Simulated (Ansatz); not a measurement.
**InH2O (SMILES [OH][InH]) at UBHLYP/STO-3G**

Aim: the energy change on altering one bond length of InH2O at UBHLYP/STO-3G, from 2 runs. 

The results are computed with Ansatz 0.2.0.

46 further runs of the same task are left out: 8 that didn't finish, 38 set aside as unsound or not needed.

### Step 1. Starting point

InH2O has 4 atoms, charge 0, and is taken as a doublet. SMILES: `[OH][InH]`. Geometry: relaxed at PBE0-D4/def2-TZVP.

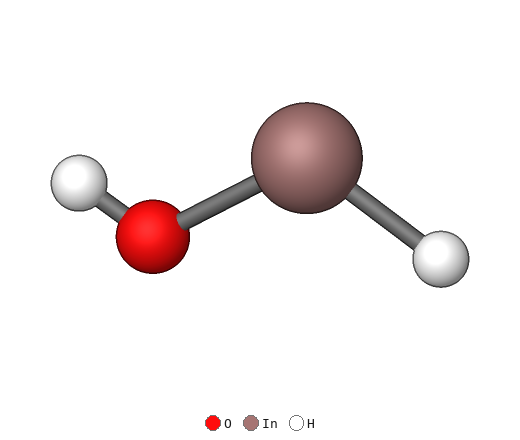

The structure, seen from a chosen angle (oxygen red, indium brown, hydrogen white).

### Step 2. The energy at UBHLYP/STO-3G

Input file in.yaml:

```yaml
basis:
  gaussian:
    orbitals: STO-3G
crystal:
  periodic: [false, false, false]
  atoms:
    - {symbol: O, position_ang: [-0.298400, -1.020600, 0.295000]}
    - {symbol: In, position_ang: [0.563900, 0.746600, -0.088500]}
    - {symbol: H, position_ang: [0.236800, -1.629400, 0.809100]}
    - {symbol: H, position_ang: [-0.446700, 1.843000, -1.036000]}
magnetization:
  spin_polarized: true
  initial_magnetization: 1
hamiltonian:
  xc: {name: BHLYP}
accuracy: high
```

Run with:

```console
$ ansatz run in.yaml --threads 1 --pin off --max-ram 2610MiB --events-out events.jsonl --progress --plain --runs-dir runs
```

What it wrote:

```text
Warning: RAYON_NUM_THREADS=1 ignored (pool sized by the plan → 1); use --threads N
Functional definition: BHLYP
  name "BHLYP"
  parameter a = 0.5
  exchange = (1 - a)*b88_x + a*exact_x
  correlation = lyp_c
617 factors; integrals over basis functions are off by at most 3.9e-9 eV
mean field evaluation 1: about -156743.7676 eV, gradient 1.6e1 eV
mean field evaluation 2: about -156739.4674 eV, gradient 3.3e1 eV
mean field evaluation 4: about -156745.9917 eV, gradient 3.4e-1 eV
mean field evaluation 8: about -156746.0007 eV, gradient 2.0e-2 eV
mean field evaluation 16: about -156746.0007 eV, gradient 3.6e-6 eV
mean field -156746.00073921 eV, -5760.3092809109 hartree, gradient 3.8e-8 eV, S^2 0.755856; 0 other end points of the search recorded, 0 dependent functions left out
reference -156746.00075766 eV, -5760.3092815887 hartree; 30, 29 occupied and 4, 5 virtual orbitals, 617 factors
Total energy: -156746.00075766 eV, -5760.3092815887 hartree
```

It took 2.8 s on 1 thread of Arm Neoverse V2, shared host; peak memory 0.16 GiB.

### Step 3. The distorted shape at the same level

Input file run.yaml:

```yaml
crystal:
  periodic: [false, false, false]
  atoms:
    - {symbol: O, position_ang: [-0.513994, -1.462439, 0.390884]}
    - {symbol: In, position_ang: [0.563900, 0.746600, -0.088500]}
    - {symbol: H, position_ang: [0.021206, -2.071239, 0.904984]}
    - {symbol: H, position_ang: [-0.446700, 1.843000, -1.036000]}
basis:
  gaussian:
    orbitals: STO-3G
magnetization:
  spin_polarized: true
  initial_magnetization: 1
hamiltonian:
  xc: {name: BHLYP}
accuracy: high
```

Run with:

```console
$ ansatz run run.yaml --threads 1 --pin off --max-ram 2610MiB --events-out events.jsonl --progress --plain --runs-dir runs
```

What it wrote:

```text
Warning: RAYON_NUM_THREADS=1 ignored (pool sized by the plan → 1); use --threads N
[... 5 set-up lines as earlier in the session ...]
607 factors; integrals over basis functions are off by at most 4.0e-9 eV
mean field evaluation 1: about -156739.6887 eV, gradient 2.0e1 eV
mean field evaluation 2: about -156667.0948 eV, gradient 9.2e1 eV
mean field evaluation 4: about -156743.9637 eV, gradient 1.6e0 eV
mean field evaluation 8: about -156744.0921 eV, gradient 4.8e-2 eV
mean field evaluation 16: about -156744.0935 eV, gradient 4.1e-5 eV
mean field -156744.09346421 eV, -5760.2391898474 hartree, gradient 4.0e-8 eV, S^2 0.826763; 2 other end points of the search recorded, 0 dependent functions left out
reference -156744.09348324 eV, -5760.2391905466 hartree; 30, 29 occupied and 4, 5 virtual orbitals, 607 factors
Total energy: -156744.09348324 eV, -5760.2391905466 hartree
```

It took 3 s on 1 thread of Arm Neoverse V2, shared host; peak memory 0.16 GiB.

### Step 4. Summary of results

Level: UBHLYP/STO-3G.

| quantity | value |
| --- | --- |
| first shape: total energy | -5760.30928 Eh |
| first shape: ⟨S²⟩ | 0.756 |
| distorted shape: total energy | -5760.23919 Eh |
| distorted shape: ⟨S²⟩ | 0.827 |
| energy change with the O1–In2 bond stretched from 2.003 to 2.504 Å | 1.907 eV |

With the O1–In2 bond stretched from 2.003 to 2.504 Å the energy rises by 1.91 eV (184 kJ/mol). The first shape isn't relaxed at this level, so the change isn't measured from a minimum. The minimal basis adds a large error of its own. Relativity is left out (first shape) although the molecule holds a heavy atom. Relativity is left out (distorted shape) although the molecule holds a heavy atom.
